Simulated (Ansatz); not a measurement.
A series of calculations on C₃H₇NSi

Part 1: Relaxation

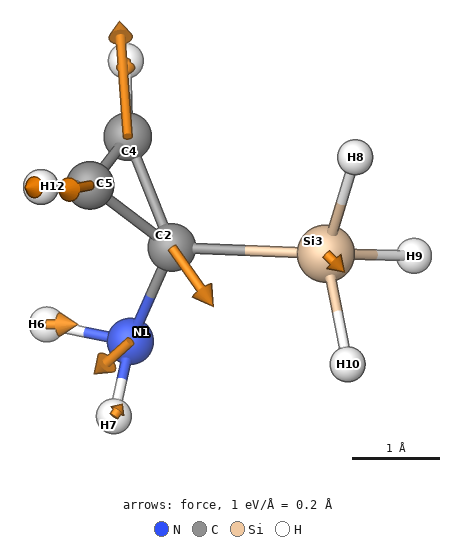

Starting geometry of C3H7NSi with the computed forces as orange arrows. A ball-and-stick model, seen at a tilt.

The run prepares an end point of a later path (torsion) calculation, from a guessed geometry.

Theory: RKS r2SCAN/def2-SVP in Ansatz 0.2.0. (no spin polarisation; force threshold 0.015 eV/Å; at most 40 steps)

### Is this structure relaxed? If not, where do the atoms go?

It isn't relaxed: the largest force vector, on a C atom, is 8.46 eV/Å. The final displacements have little in common with the starting forces (cosine between the two patterns 0.22). The energy falls by 17.4 kcal/mol in 9 accepted moves (10 points after the start). The largest force component goes from 6.6 to 0.01 eV/Å. The line search rejected the trial step at point 5 of the run. An H atom moves most after the best rigid fit: 0.28 Å. Largest moves by element: H 0.28 Å, C 0.16 Å, Si 0.10 Å, N 0.07 Å. Some distances before and after: C–C 1.386 → 1.503 Å, C–C 1.451 → 1.523 Å, C–C 1.245 → 1.305 Å, H–N 1.079 → 1.022 Å. Bond angles that change, for instance: N–C–Si 117.9° → 111.0°, Si–C–C 116.6° → 122.8°, H–N–H 101.9° → 107.1°.

Part 2: Relaxation

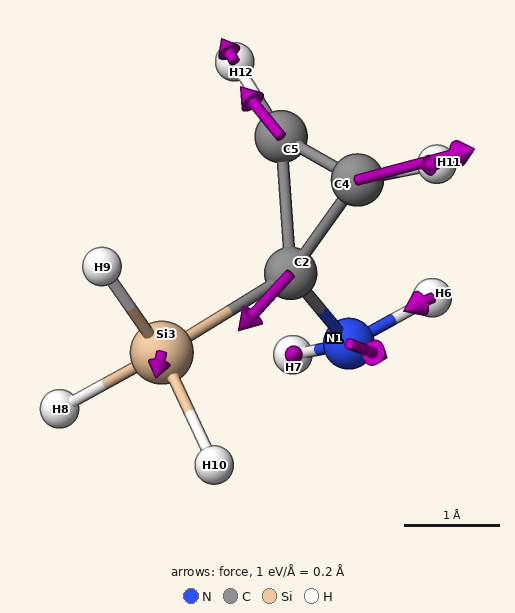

Starting geometry of C$_{3}$H$_{7}$NSi with the computed forces as purple arrows. Style: ball-and-stick. Shown from a free direction.

The run prepares an end point of a later path (torsion) calculation, from a guessed geometry.

Method: RKS r2SCAN/def2-SVP (Ansatz 0.2.0). Settings: no spin polarisation; force threshold 0.015 eV/Å; at most 40 steps.

### Is this structure relaxed? If not, where do the atoms go?

It isn't relaxed: the largest force vector, on C4, is 8.45 eV/Å. The final displacements have little in common with the starting forces (cosine between the two patterns 0.23). After 8 geometry steps the energy has fallen by 17.5 kcal/mol. The largest force component goes from 6.6 to 0.015 eV/Å. The largest move after the best rigid fit is that of H7, 0.28 Å. Largest moves by element: H 0.28 Å, C 0.15 Å, Si 0.09 Å, N 0.06 Å. Among the contacts that change: C2–C4 1.386 → 1.502 Å, C2–C5 1.451 → 1.523 Å, C4–C5 1.245 → 1.305 Å, N1–H6 1.079 → 1.022 Å. Among the angles between lasting bonds that change: N1–C2–Si3 117.9° → 111.0°, Si3–C2–C5 116.6° → 122.8°, Si3–C2–C4 115.1° → 120.3°. The run took 39 s on 2 threads of Arm Neoverse V1, with other jobs on the host, peak memory 0.17 GiB.

Part 3: Path

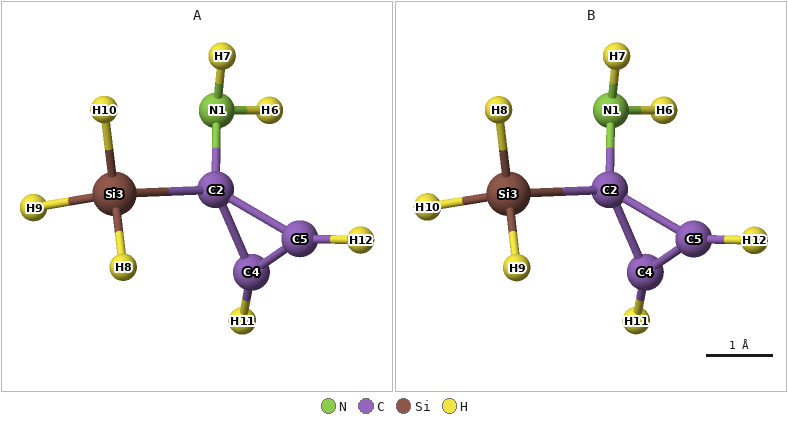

The two relaxed end points of a path for C3H7NSi. A ball-and-stick model, seen at a tilt.

Computed with Ansatz 0.2.0, RKS r2SCAN/def2-SVP.

Set-up: 5 movable images; climbing image; force threshold 0.05 eV/Å; iteration limit 60.

Start:
```xyz
12

N    -0.7366    1.3935    0.2631
C    -0.1618    0.1214   -0.1299
Si    0.9635   -0.5641    1.2285
C    -1.0095   -0.8083   -0.9513
C    -0.0145   -0.2634   -1.5965
H    -1.3891    1.7310   -0.4474
H    -0.0109    2.1046    0.3663
H     1.7254   -1.7375    0.7021
H     0.1681   -0.9895    2.4204
H     1.9411    0.4810    1.6734
H    -1.9122   -1.4204   -0.9581
H     0.5134   -0.1034   -2.5366
```

End:
```xyz
12

N    -0.4104    1.5431    0.0670
C    -0.1467    0.1320   -0.1375
Si    0.9533   -0.5589    1.2391
C    -1.2436   -0.7091   -0.7261
C    -0.2310   -0.4977   -1.5221
H    -1.0521    1.8972   -0.6456
H     0.4500    2.0881   -0.0073
H     2.1642    0.3050    1.4247
H     1.4036   -1.9380    0.8774
H     0.2180   -0.6100    2.5401
H    -2.2472   -1.1053   -0.5661
H     0.2188   -0.6015   -2.5095
```

> What barrier does the band find between them, and by what path?

The two ends have the same energy, and the highest point, image 3, lies 0.076 eV above the start. The motion is a rotation about the C2–Si3 bond by about 120°. No bond forms or breaks between the ends. Bond angles that change up to the highest image, for instance: Si3–C2–C5 122.8° → 119.3°, N1–C2–Si3 111.0° → 114.4°. The band converged in 7 iterations. The largest component of the band force went from 7.4 to 0.038 eV/Å. The climbing image converged on the top of the path. Its vibrational analysis gives one imaginary mode (118i cm⁻¹), as a transition state must have.

Energies of the converged images:

```json
{"image": "0", "path (Å)": "0.00", "E (eV)": "0.000"}
{"image": "1", "path (Å)": "0.74", "E (eV)": "0.021"}
{"image": "2", "path (Å)": "1.49", "E (eV)": "0.059"}
{"image": "3", "path (Å)": "2.23", "E (eV)": "0.076"}
{"image": "4", "path (Å)": "2.99", "E (eV)": "0.059"}
{"image": "5", "path (Å)": "3.75", "E (eV)": "0.022"}
{"image": "6", "path (Å)": "4.51", "E (eV)": "0.000"}
```

The geometry at the top of the path:

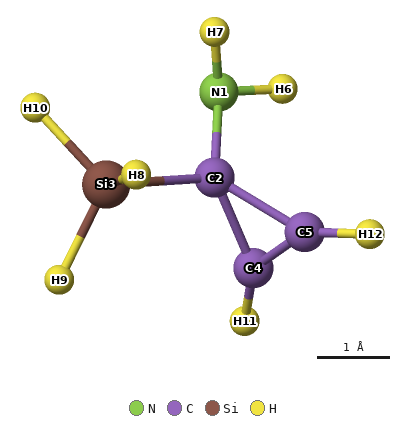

Cost: 2.6 min on 2 threads of Arm Neoverse V1, with other jobs on the host, peak memory 0.17 GiB.
